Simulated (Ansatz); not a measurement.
## C₂H₉B: nudged elastic band

- system: C₂H₉B
- method: RKS B3LYP-D4/6-31G* (Ansatz 0.2.0)

One setting was made poor on purpose. It belongs to a series of runs on one base structure; here: band between the two ends. Figures and captions count atoms from 1; the log counts them from 0 in places.

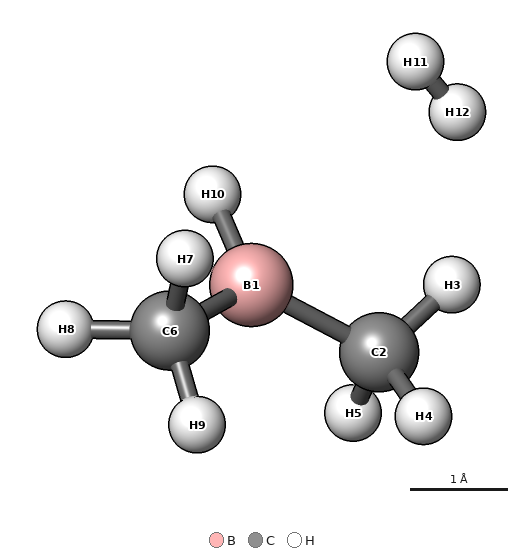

Figure 1. The input geometry (ball-and-stick view, seen at a tilt; atoms are numbered from 1 in the order of the input). Bond lengths as drawn: B–C 1.57 Å, B–H 1.20 Å, C–H 1.10 Å and H–H 0.74 Å.

Key numbers

```csv
quantity,value
outcome,converged
"barrier, forward",1.020 eV
"barrier, backward",1.293 eV
hardware,"1 thread of AMD EPYC (Zen 5), 32 GiB of memory available, shared host"
wall time,88 s
peak memory,0.14 GiB
```

Remarks

A deliberately poor setting: straight start. The order of the saddle point was not checked.

Input file
```yaml
crystal:
  periodic: [false, false, false]
  atoms:
    - { symbol: B, position_ang: [0.107418, 0.333566, 0.242953] }
    - { symbol: C, position_ang: [0.124334, 0.420491, 1.808646] }
    - { symbol: H, position_ang: [-0.731508, -0.07415, 2.283542] }
    - { symbol: H, position_ang: [1.052426, 0.078911, 2.281437] }
    - { symbol: H, position_ang: [0.014775, 1.490715, 2.059218] }
    - { symbol: C, position_ang: [1.396657, 0.163071, -0.633776] }
    - { symbol: H, position_ang: [1.38962, -0.873362, -1.012912] }
    - { symbol: H, position_ang: [1.387385, 0.794471, -1.531334] }
    - { symbol: H, position_ang: [2.343727, 0.305041, -0.100736] }
    - { symbol: H, position_ang: [-0.952622, 0.42057, -0.320497] }
    - { symbol: H, position_ang: [-0.563286, -2.962397, 0.321774] }
    - { symbol: H, position_ang: [-0.444627, -2.669027, 0.993785] }
basis:
  gaussian: { orbitals: "6-31G*" }
hamiltonian:
  xc: b3lyp
  dispersion: d4
neb:
  order_check: false
  images: 5
  f_tol: 0.05
  max_iterations: 60
  initial_path: linear
  final_atoms:
    - { symbol: B, position_ang: [-0.12558354, -0.42356421, -0.73491608] }
    - { symbol: C, position_ang: [0.00512505, -0.22036607, 2.45946636] }
    - { symbol: H, position_ang: [-0.49010806, -0.21983408, 3.43504916] }
    - { symbol: H, position_ang: [1.08711362, -0.30556753, 2.59492582] }
    - { symbol: H, position_ang: [-0.22566891, 0.71309508, 1.93798256] }
    - { symbol: C, position_ang: [1.38230746, -0.03890679, -0.85602137] }
    - { symbol: H, position_ang: [2.07314381, -0.75853269, -0.40342366] }
    - { symbol: H, position_ang: [1.59559631, -0.05705414, -1.94160411] }
    - { symbol: H, position_ang: [1.62767139, 0.97284219, -0.5160805] }
    - { symbol: H, position_ang: [-0.98374027, 0.41153228, -0.77193657] }
    - { symbol: H, position_ang: [-0.46460401, -1.57239117, -0.68856142] }
    - { symbol: H, position_ang: [-0.35695385, -1.07335286, 1.87721982] }
```

Command:
```bash
ansatz run input.yaml --threads 1 --pin off --max-ram 2048MiB --backend cpu --events-out ev --progress --plain --runs-dir out
```

The program's output
```
Engine: ansatz 0.2.0, x86_64-unknown-linux-gnu
Functional definition: B3LYP
  parameter a0 = 0.2
  parameter ax = 0.72
  parameter ac = 0.81
  exchange = (1 - a0 - ax)*slater_x + ax*b88_x + a0*exact_x
  correlation = (1 - ac)*vwn_rpa_c + ac*lyp_c
806 factors; integrals over basis functions are off by at most 4.5e-4 eV
mean field evaluation 1: about -2889.9689 eV, gradient 5.4e1 eV
mean field evaluation 2: about -2888.3045 eV, gradient 5.7e1 eV
mean field evaluation 4: about -2896.7739 eV, gradient 4.7e-1 eV
mean field evaluation 8: about -2896.7676 eV, gradient 1.1e-2 eV
mean field -2896.76764444 eV, -106.4542474336 hartree, gradient 2.4e-5 eV, S^2 0.000000; 0 other end points of the search recorded, 0 dependent functions left out
the calculation of the forces begins
reference -2896.76785274 eV, -106.4542550884 hartree; 13, 13 occupied and 50, 50 virtual orbitals, 806 factors
806 factors; integrals over basis functions are off by at most 4.9e-4 eV
mean field evaluation 16: about -2897.0546 eV, gradient 2.0e0 eV
mean field -2897.05871069 eV, -106.4649439208 hartree, gradient 2.9e-5 eV, S^2 0.000000; 0 other end points of the search recorded, 0 dependent functions left out
[... from here on the field's lines of each further geometry are left out, up to the last ...]
NEB iter   1: max|band force component| = 7.686e0 eV/Å  barrier→ = 7.8001 eV  barrier← = 8.0729 eV  Δτ_max = 0.2000 Å  (165 SCF iters)
NEB iter   2: max|band force component| = 3.326e0 eV/Å  barrier→ = 4.7674 eV  barrier← = 5.0402 eV  Δτ_max = 0.2000 Å  (135 SCF iters)
NEB iter   3: max|band force component| = 6.073e0 eV/Å  barrier→ = 3.3626 eV  barrier← = 3.6354 eV  Δτ_max = 0.1011 Å  (132 SCF iters)
NEB iter   4: max|band force component| = 2.754e0 eV/Å  barrier→ = 2.4658 eV  barrier← = 2.7385 eV  Δτ_max = 0.2000 Å  (124 SCF iters)
NEB iter   5: max|band force component| = 2.710e0 eV/Å  barrier→ = 1.7032 eV  barrier← = 1.9760 eV  Δτ_max = 0.2000 Å  (123 SCF iters)
NEB iter   6: max|band force component| = 1.721e0 eV/Å  barrier→ = 1.1940 eV  barrier← = 1.4668 eV  Δτ_max = 0.1980 Å  (116 SCF iters)
NEB iter   7: max|band force component| = 1.206e0 eV/Å  barrier→ = 0.8432 eV  barrier← = 1.1160 eV  Δτ_max = 0.0980 Å  (116 SCF iters)
NEB iter   8: max|band force component| = 6.957e-1 eV/Å  barrier→ = 0.6456 eV  barrier← = 0.9183 eV  CI = image 3  Δτ_max = 0.2000 Å  (113 SCF iters)
NEB iter   9: max|band force component| = 8.645e-1 eV/Å  barrier→ = 0.9152 eV  barrier← = 1.1880 eV  CI = image 3  Δτ_max = 0.1421 Å  (119 SCF iters)
NEB iter  10: max|band force component| = 1.907e0 eV/Å  barrier→ = 1.1277 eV  barrier← = 1.4005 eV  CI = image 3  Δτ_max = 0.0685 Å  (115 SCF iters)
NEB iter  11: max|band force component| = 1.178e0 eV/Å  barrier→ = 1.0785 eV  barrier← = 1.3513 eV  CI = image 3  Δτ_max = 0.0411 Å  (111 SCF iters)
NEB iter  12: max|band force component| = 1.960e-1 eV/Å  barrier→ = 1.0292 eV  barrier← = 1.3019 eV  CI = image 3  Δτ_max = 0.0597 Å  (109 SCF iters)
NEB iter  13: max|band force component| = 7.896e-2 eV/Å  barrier→ = 1.0255 eV  barrier← = 1.2983 eV  CI = image 3  Δτ_max = 0.0674 Å  (107 SCF iters)
NEB iter  14: max|band force component| = 6.297e-2 eV/Å  barrier→ = 1.0225 eV  barrier← = 1.2953 eV  CI = image 3  Δτ_max = 0.1002 Å  (111 SCF iters)
NEB iter  15: max|band force component| = 2.362e-1 eV/Å  barrier→ = 1.0204 eV  barrier← = 1.2932 eV  CI = image 3  Δτ_max = 0.0503 Å  (108 SCF iters)
NEB iter  16: max|band force component| = 2.153e-1 eV/Å  barrier→ = 1.0201 eV  barrier← = 1.2929 eV  CI = image 3  Δτ_max = 0.0504 Å  (111 SCF iters)
NEB iter  17: max|band force component| = 1.228e-1 eV/Å  barrier→ = 1.0201 eV  barrier← = 1.2929 eV  CI = image 3  Δτ_max = 0.0501 Å  (106 SCF iters)
NEB iter  18: max|band force component| = 6.850e-2 eV/Å  barrier→ = 1.0201 eV  barrier← = 1.2928 eV  CI = image 3  Δτ_max = 0.0504 Å  (104 SCF iters)
the calculation of the forces begins
reference -2897.02659439 eV, -106.4637636686 hartree; 13, 13 occupied and 50, 50 virtual orbitals, 806 factors
806 factors; integrals over basis functions are off by at most 4.5e-4 eV
mean field -2895.71840025 eV, -106.4156884207 hartree, gradient 4.1e-5 eV, S^2 0.000000; 1 other end points of the search recorded, 0 dependent functions left out
the calculation of the forces begins
reference -2895.71859151 eV, -106.4156954496 hartree; 13, 13 occupied and 50, 50 virtual orbitals, 806 factors
NEB iter  19: max|band force component| = 2.439e-2 eV/Å  barrier→ = 1.0201 eV  barrier← = 1.2928 eV  CI = image 3  Δτ_max = 0.0000 Å  (211 SCF iters)
```

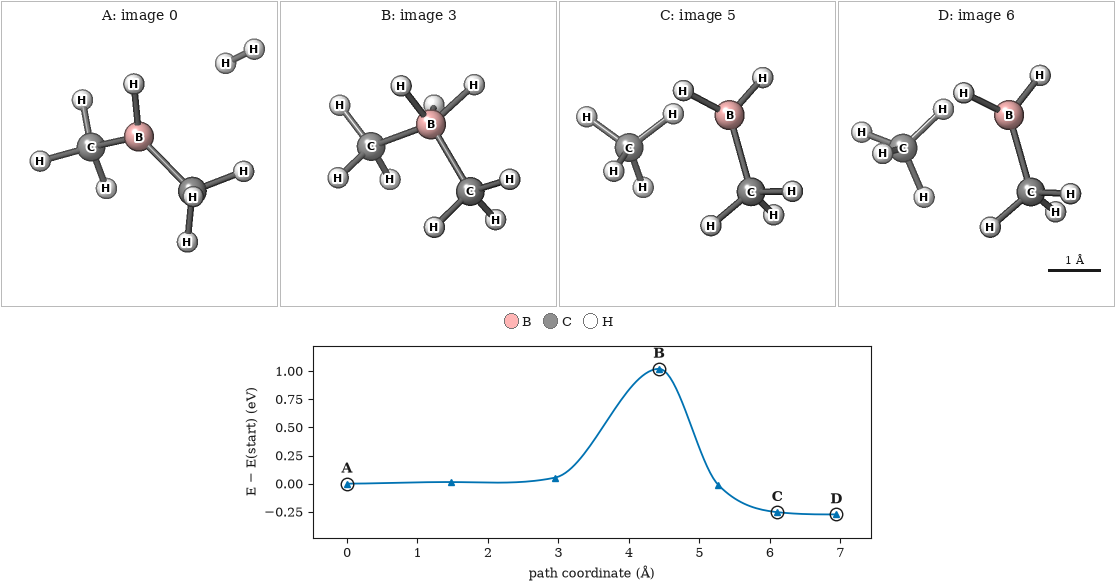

Figure 2. Images of the last band (counted from 0; ball-and-stick, seen at a tilt) above the energy along the path; the line is a cubic interpolation that uses the forces. The highest image is number 3, 1.020 eV above the start and 1.293 eV above the end (the climbing image); the end lies 0.273 eV below the start. The path is 6.94 Å long. The band converged in 19 iterations.

```
Total energy: -2895.97538634 eV, -106.4251324853 hartree
Atom 0 at    -0.086973    -0.189270     0.109630 Å, force    -0.001361    -0.000732     0.003089 eV/Å
Atom 1 at     0.109384    -0.256833     1.876309 Å, force    -0.000456    -0.000125    -0.002543 eV/Å
Atom 2 at    -0.790203    -0.406214     2.481557 Å, force    -0.000033     0.000401     0.000147 eV/Å
Atom 3 at     0.917919    -0.890875     2.256162 Å, force    -0.000070     0.000003     0.000083 eV/Å
Atom 4 at     0.422132     0.783263     1.995192 Å, force     0.000242     0.000155     0.000399 eV/Å
Atom 5 at     1.329521     0.060130    -0.583374 Å, force     0.000661     0.000859    -0.000215 eV/Å
Atom 6 at     2.086777    -0.682976    -0.300845 Å, force    -0.000291    -0.000496     0.000095 eV/Å
Atom 7 at     1.255180     0.049039    -1.677165 Å, force    -0.000356    -0.000256     0.000178 eV/Å
Atom 8 at     1.726958     1.044668    -0.301194 Å, force     0.000432    -0.000437    -0.000010 eV/Å
Atom 9 at    -1.053132     0.489992    -0.079823 Å, force    -0.000622    -0.000175    -0.000221 eV/Å
Atom 10 at    -0.500067    -1.370205    -0.211258 Å, force     0.000648     0.000520    -0.000436 eV/Å
Atom 11 at    -0.293197    -1.202820     0.826910 Å, force     0.001206     0.000283    -0.000567 eV/Å
Dipole moment:     0.015556    -0.185503     0.272652 e Å
this run last wrote the band of iteration 19 to [file]
```

The last band as extended XYZ (Å, eV, eV/Å)
```
12
Properties=species:S:1:pos:R:3:forces:R:3 image=0 energy=-2896.99526
B     0.1074    0.3336    0.2430    0.0075   0.0231  -0.0022
C     0.1243    0.4205    1.8086    0.0007  -0.0084  -0.0002
H    -0.7315   -0.0741    2.2835   -0.0050  -0.0027   0.0049
H     1.0524    0.0789    2.2814   -0.0002  -0.0014  -0.0014
H     0.0148    1.4907    2.0592   -0.0005   0.0053  -0.0004
C     1.3967    0.1631   -0.6338   -0.0039  -0.0042   0.0022
H     1.3896   -0.8734   -1.0129    0.0028  -0.0044  -0.0038
H     1.3874    0.7945   -1.5313   -0.0006   0.0010  -0.0023
H     2.3437    0.3050   -0.1007   -0.0005  -0.0012   0.0017
H    -0.9526    0.4206   -0.3205   -0.0012  -0.0076   0.0014
H    -0.5633   -2.9624    0.3218    0.0001  -0.0007  -0.0008
H    -0.4446   -2.6690    0.9938    0.0008   0.0013   0.0009
12
Properties=species:S:1:pos:R:3:forces:R:3 image=1 energy=-2896.98088
B     0.1381    0.3889    0.3166   -0.0098  -0.0188   0.0076
C     0.2235    0.3741    1.8852    0.0045   0.0070  -0.0108
H    -0.5408   -0.2932    2.3091    0.0005  -0.0011  -0.0015
H     1.1995    0.0974    2.3003   -0.0029  -0.0018   0.0039
H    -0.0384    1.3742    2.2656    0.0015  -0.0001   0.0045
C     1.3910    0.1160   -0.5897    0.0116   0.0240   0.0013
H     1.8200   -0.8690   -0.3503   -0.0044  -0.0017   0.0028
H     1.2174    0.1642   -1.6688   -0.0043  -0.0065   0.0001
H     2.1866    0.8349   -0.3369    0.0009  -0.0048  -0.0046
H    -0.9298    0.6389   -0.1781    0.0025   0.0007  -0.0029
H    -0.8821   -2.6490   -0.1314    0.0006   0.0032  -0.0005
H    -0.6606   -2.7494    0.5705   -0.0005  -0.0001   0.0002
12
Properties=species:S:1:pos:R:3:forces:R:3 image=2 energy=-2896.94137
B     0.0933    0.2159    0.3448    0.0223   0.0332   0.0232
C     0.1699    0.0674    1.9090    0.0189   0.0265  -0.0016
H    -0.7752   -0.2178    2.3848    0.0019   0.0108  -0.0091
H     0.9688   -0.5931    2.2674    0.0025   0.0181  -0.0023
H     0.4060    1.0761    2.2889   -0.0036   0.0233   0.0473
C     1.3665    0.0923   -0.5677    0.0029   0.0065   0.0036
H     2.1209   -0.6121   -0.1972    0.0002   0.0117   0.0053
H     1.1571   -0.1233   -1.6213   -0.0122  -0.0036   0.0100
H     1.8418    1.0888   -0.5502    0.0184   0.0121  -0.0247
H    -0.9425    0.5795   -0.1457    0.0107   0.0301   0.0009
H    -0.6898   -2.0786   -0.2286   -0.0253  -0.0707  -0.0110
H    -0.5925   -2.0672    0.5080   -0.0367  -0.0981  -0.0416
12
Properties=species:S:1:pos:R:3:forces:R:3 image=3 energy=-2895.97519
B    -0.0870   -0.1893    0.1096   -0.0014  -0.0007   0.0031
C     0.1094   -0.2568    1.8763   -0.0005  -0.0001  -0.0025
H    -0.7902   -0.4062    2.4816    0.0000   0.0004   0.0001
H     0.9179   -0.8909    2.2562   -0.0001   0.0000   0.0001
H     0.4221    0.7833    1.9952    0.0002   0.0002   0.0004
C     1.3295    0.0601   -0.5834    0.0007   0.0009  -0.0002
H     2.0868   -0.6830   -0.3008   -0.0003  -0.0005   0.0001
H     1.2552    0.0490   -1.6772   -0.0004  -0.0003   0.0002
H     1.7270    1.0447   -0.3012    0.0004  -0.0004   0.0000
H    -1.0531    0.4900   -0.0798   -0.0006  -0.0002  -0.0002
H    -0.5001   -1.3702   -0.2113    0.0006   0.0005  -0.0004
H    -0.2932   -1.2028    0.8269    0.0012   0.0003  -0.0006
12
Properties=species:S:1:pos:R:3:forces:R:3 image=4 energy=-2897.00526
B    -0.1626   -0.2113   -0.3031   -0.0660  -0.0464  -0.3505
C     0.0844   -0.4444    2.0718   -0.0183  -0.1135   0.1714
H    -0.7844   -0.4907    2.7276    0.0122  -0.0221   0.2186
H     0.9314   -1.0118    2.4579    0.0272  -0.0285   0.1985
H     0.3770    0.5956    1.9258   -0.0557  -0.1031  -0.0966
C     1.3392    0.1126   -0.6376    0.0010   0.0204  -0.0593
H     2.0404   -0.6821   -0.3537   -0.0314   0.0017  -0.0295
H     1.3754    0.1727   -1.7364    0.0927   0.0384  -0.0634
H     1.7170    1.0655   -0.2508   -0.0354   0.0134  -0.0074
H    -0.9934    0.6324   -0.1355    0.0348   0.0681  -0.0743
H    -0.5721   -1.3183   -0.5293   -0.0388  -0.0037  -0.2255
H    -0.2279   -0.9922    1.1554    0.0778   0.1754   0.3180
12
Properties=species:S:1:pos:R:3:forces:R:3 image=5 energy=-2897.24822
B    -0.1538   -0.1308   -0.6120    0.0000   0.0053  -0.0307
C     0.0326   -0.5653    2.3055   -0.0041  -0.0078   0.0252
H    -0.7552   -0.5746    3.0623    0.0066  -0.0018   0.0367
H     0.9213   -1.0818    2.6764    0.0022  -0.0005   0.0244
H     0.2867    0.4676    2.0576   -0.0075  -0.0082   0.0104
C     1.3739    0.1682   -0.7499    0.0024   0.0037  -0.0123
H     2.0200   -0.6692   -0.4625   -0.0033  -0.0005  -0.0117
H     1.5446    0.3191   -1.8313    0.0134   0.0077  -0.0126
H     1.7155    1.0806   -0.2499   -0.0026   0.0000  -0.0064
H    -0.9471    0.7374   -0.3864    0.0019   0.0065  -0.0271
H    -0.5790   -1.2294   -0.8364    0.0003   0.0038  -0.0259
H    -0.3352   -1.0939    1.4188   -0.0093  -0.0084   0.0300
12
Properties=species:S:1:pos:R:3:forces:R:3 image=6 energy=-2897.26803
B    -0.1161    0.0016   -0.7379    0.0017  -0.0048   0.0006
C    -0.0430   -0.6619    2.3953    0.0120   0.0055   0.0161
H    -0.5589   -0.8427    3.3430    0.0122   0.0045  -0.0208
H     1.0103   -0.9412    2.4893   -0.0251   0.0080  -0.0020
H    -0.1185    0.3994    2.1410    0.0001  -0.0187   0.0051
C     1.4349    0.1734   -0.7733    0.0013   0.0002   0.0021
H     1.9988   -0.7351   -0.5352    0.0003  -0.0005  -0.0014
H     1.6724    0.4087   -1.8281    0.0001  -0.0003  -0.0003
H     1.8185    1.0118   -0.1823   -0.0010  -0.0001   0.0002
H    -0.8394    0.9364   -0.5425   -0.0019   0.0040  -0.0002
H    -0.6230   -1.0547   -0.9912   -0.0008   0.0009  -0.0008
H    -0.5118   -1.2679    1.6138    0.0009   0.0013   0.0013
```
